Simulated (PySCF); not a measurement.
# BSiH3 (SMILES B[SiH]) at UPBE/STO-3G

What is the energy change on altering one bond length of BSiH3 at UPBE/STO-3G? Input form: a Python script.

The results are computed with PySCF 2.14.0.

13 further runs of the same task are left out: 1 that didn't finish, 12 set aside as unsound or not needed.

## (1) Starting point

BSiH3: 5 atoms, total charge 0, spin state triplet. As SMILES, `B[SiH]`. The shape is that of a GFN2-xTB optimisation.

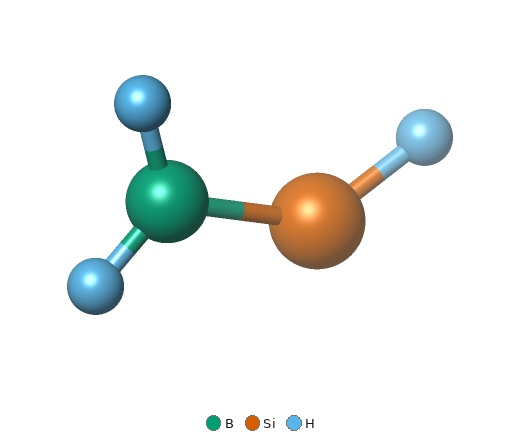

Viewed from a chosen angle; boron teal, silicon orange, hydrogen blue.

## (2) The energy at UPBE/STO-3G

Contents of job.py:

```python
from pyscf import gto, dft

molecule = gto.M(
    atom='''
B     -0.206730    -0.708170     0.126670
Si     0.760780     0.829450    -0.350440
H     -1.303690    -0.620750     0.549520
H      0.263590    -1.779740     0.010050
H      0.486040     2.279200    -0.335800
''',
    verbose=4,
    max_memory=1860,
    basis='sto-3g',
    spin=2,
    charge=0,
)

ks = dft.UKS(molecule)
ks.xc = 'pbe'
ks.grids.level = 5
ks.conv_tol = 1e-10
ks.kernel()
if not ks.converged:
    ks = ks.newton().run(ks.mo_coeff, ks.mo_occ)

etot = ks.e_tot
print('Final energy', etot)
```

Started as:

```console
$ OMP_NUM_THREADS=1 python job.py
```

Log:

```text
PySCF version 2.14.0

[INPUT] num. atoms = 5
[INPUT] num. electrons = 22
[INPUT] charge = 0
[INPUT] spin (= nelec alpha-beta = 2S) = 2
[INPUT] symmetry False subgroup None
[INPUT] Mole.unit = angstrom
[INPUT] Symbol           X                Y                Z      unit          X                Y                Z       unit  Magmom
[INPUT]  1 B     -0.206730000000  -0.708170000000   0.126670000000 AA   -0.390663081731  -1.338247349633   0.239371608199 Bohr   0.0
[INPUT]  2 Si     0.760780000000   0.829450000000  -0.350440000000 AA    1.437665841047   1.567433334020  -0.662235623093 Bohr   0.0
[INPUT]  3 H     -1.303690000000  -0.620750000000   0.549520000000 AA   -2.463617051334  -1.173047491824   1.038442299971 Bohr   0.0
[INPUT]  4 H      0.263590000000  -1.779740000000   0.010050000000 AA    0.498112909174  -3.363221172933   0.018991747552 Bohr   0.0
[INPUT]  5 H      0.486040000000   2.279200000000  -0.335800000000 AA    0.918482485584   4.307063783109  -0.634570032629 Bohr   0.0

nuclear repulsion = 36.1605377382727
number of shells = 11
number of NR pGTOs = 51
number of NR cGTOs = 17
basis = sto-3g
ecp = {}

[... 37 lines left out ...]
WARN: HOMO -0.117380577273525 >= LUMO -0.147091768292749
[... 38 lines left out ...]
converged SCF energy = -312.112259260042  <S^2> = 2.0012569  2S+1 = 3.0008378
Final energy -312.1122592600421
```

Wall time 2.8 s (1 thread of Arm Neoverse V2, shared host); peak memory 0.2 GiB.

## (3) The distorted shape

Contents of start.xyz:

```xyz
5
BH3Si
B      0.670848    -0.778107    -0.211614
Si     1.638358     0.759513    -0.688724
H     -1.303690    -0.620750     0.549520
H      1.141168    -1.849677    -0.328234
H      1.363618     2.209263    -0.674084
```

Contents of run.py:

```python
from pyscf import gto, dft

system = gto.M(
    atom='start.xyz',
    spin=2,
    max_memory=1860,
    verbose=3,
    basis='sto-3g',
)

mf = dft.UKS(system, xc='pbe')
mf.conv_tol = 1e-10
mf.grids.level = 5
mf.kernel()
if not mf.converged:
    mf = mf.newton().run(mf.mo_coeff, mf.mo_occ)

energy = mf.e_tot
print('E = %.10f Eh' % energy)
```

Started as:

```console
$ OMP_NUM_THREADS=1 python run.py
```

Log:

```text
WARN: HOMO -0.128645405090762 >= LUMO -0.139150303852846

WARN: HOMO -0.0495089599377441 >= LUMO -0.0712681620478063

converged SCF energy = -311.969878683925  <S^2> = 2.0410827  2S+1 = 3.0272646
E = -311.9698786839 Eh
```

Run time: 3.6 s. Hardware: 1 thread of Arm Neoverse V2, shared host; peak memory 0.2 GiB.

## (4) What came out

Level: UPBE/STO-3G.

| quantity | value |
| --- | --- |
| first shape: total energy | -312.11226 Eh |
| first shape: dipole moment | 1.94 D |
| first shape: HOMO energy (highest over α and β) | -2.17 eV |
| first shape: LUMO energy (lowest over α and β) | -0.60 eV |
| first shape: ⟨S²⟩ | 2.001 |
| distorted shape: total energy | -311.96988 Eh |
| distorted shape: dipole moment | 2.19 D |
| distorted shape: HOMO energy (highest over α and β) | -2.29 eV |
| distorted shape: LUMO energy (lowest over α and β) | -0.87 eV |
| distorted shape: ⟨S²⟩ | 2.041 |
| energy change with the B1–H3 bond stretched from 1.179 to 2.122 Å | 3.874 eV |

In words: With the B1–H3 bond stretched from 1.179 to 2.122 Å the energy rises by 3.87 eV (89 kcal/mol). The first shape isn't relaxed at this level, so the change isn't measured from a minimum. The minimal basis adds a large error of its own. Mulliken charges (distorted shape) run from -0.10 on H5 to +0.32 on Si2.
